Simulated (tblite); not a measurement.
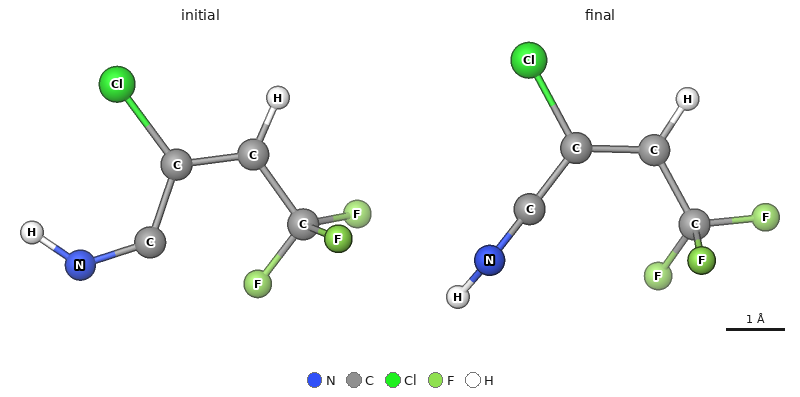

The structure of C₄H₂ClF₃N (multiplicity 2) before (left) and after (right) a relaxation, at one scale.

Style: ball-and-stick. Shown face on.

Computed with GFN2-xTB geometry optimisation, gas phase in tblite. 

What changed between the two?

After 103 geometry steps the energy has fallen by 40.6 kcal/mol. An H atom moves most after the best rigid fit: 1.22 Å. Largest moves by element: H 1.22 Å, F 0.75 Å, C 0.70 Å, N 0.53 Å, Cl 0.47 Å. Near-neighbour distances that change, for instance: C–C 1.432 → 1.346 Å, C–N 1.283 → 1.202 Å, C–F 1.394 → 1.336 Å, C–C 1.354 → 1.383 Å. Among the angles between lasting bonds that change: N–C–C 126.7° → 165.4°, C–C–Cl 124.7° → 114.1°, C–C–C 116.1° → 126.1°. Groups turn about C–C by about 30°.
